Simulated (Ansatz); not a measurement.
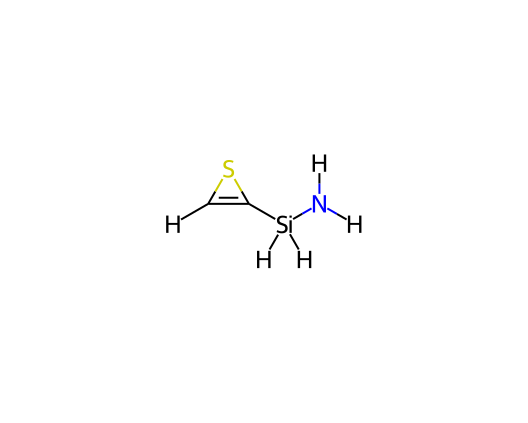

The computed structure is the end point of a PBE0-D4/def2-TZVP optimisation. No frequency run is at hand to confirm it as a minimum. Program: Ansatz 0.2.0.

Compare dipole (D), HOMO–LUMO gap (eV) at these levels: B3LYP-D4/def2-TZVPP; PBE-D4/def2-TZVPP; r2SCAN-D4/def2-TZVPP; ωB97M-V/def2-TZVPP.

```
               level  dipole (D)  HOMO–LUMO gap (eV)
 B3LYP-D4/def2-TZVPP        3.59                4.20
   PBE-D4/def2-TZVPP        3.59                2.51
r2SCAN-D4/def2-TZVPP        3.73                2.83
  ωB97M-V/def2-TZVPP        3.61                8.93
```
